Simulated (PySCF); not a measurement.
Scan of CH3 (anion, charge -1), singlet: map of symmetric stretch and umbrella angle. Scanned: C-H bond length and angle between the C-H bonds and the threefold axis (90 = planar).

Calculation: CCSD on RHF/aug-cc-pVDZ, 1 core orbital frozen (PySCF).

Energy in kcal/mol above the lowest grid point; x is the C-H bond length (Å), y the angle between the C-H bonds and the threefold axis (90 = planar) (°).

| y \ x | 0.97 | 1.02 | 1.07 | 1.12 | 1.17 | 1.22 | 1.27 | 1.32 | 1.38 |
|---|---|---|---|---|---|---|---|---|---|
| 130 | 61.6 | 38.6 | 24.6 | 17.7 | 16.0 | 18.2 | 23.3 | 30.6 | 41.2 |
| 126 | 50.9 | 28.9 | 16.0 | 10.1 | 9.4 | 12.5 | 18.5 | 26.4 | 37.8 |
| 122 | 42.9 | 21.8 | 9.9 | 4.9 | 5.1 | 9.1 | 15.8 | 24.5 | 36.6 |
| 118 | 37.1 | 16.9 | 5.9 | 1.7 | 2.8 | 7.6 | 15.1 | 24.5 | 37.3 |
| 114 | 33.1 | 13.7 | 3.5 | 0.2 | 2.1 | 7.7 | 16.0 | 26.1 | 39.7 |
| 110 | 30.6 | 11.9 | 2.5 | 0.0 | 2.7 | 9.1 | 18.2 | 29.0 | 43.4 |
| 106 | 29.1 | 11.1 | 2.4 | 0.6 | 4.0 | 11.2 | 21.1 | 32.7 | 48.1 |
| 102 | 28.5 | 11.0 | 2.8 | 1.7 | 5.8 | 13.7 | 24.3 | 36.7 | 53.1 |
| 98 | 28.2 | 11.1 | 3.4 | 2.7 | 7.4 | 15.9 | 27.1 | 40.3 | 57.6 |
| 94 | 28.1 | 11.3 | 3.9 | 3.5 | 8.5 | 17.4 | 29.1 | 42.8 | 60.9 |
| 90 | 28.1 | 11.4 | 4.0 | 3.8 | 8.9 | 17.9 | 29.8 | 43.8 | 62.2 |

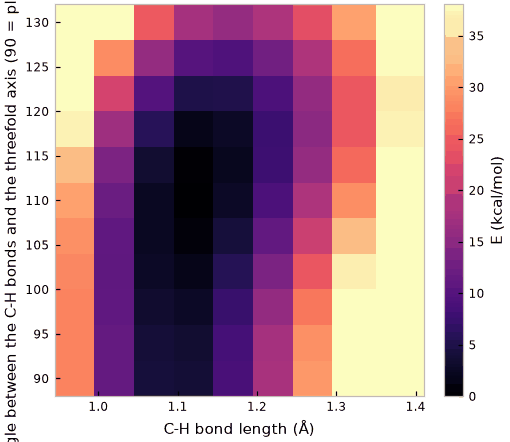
Energy surface, cut off at 38 kcal/mol.

Points that lie below all their neighbours on the grid: x = 1.12, y = 110 (0.0 kcal/mol).
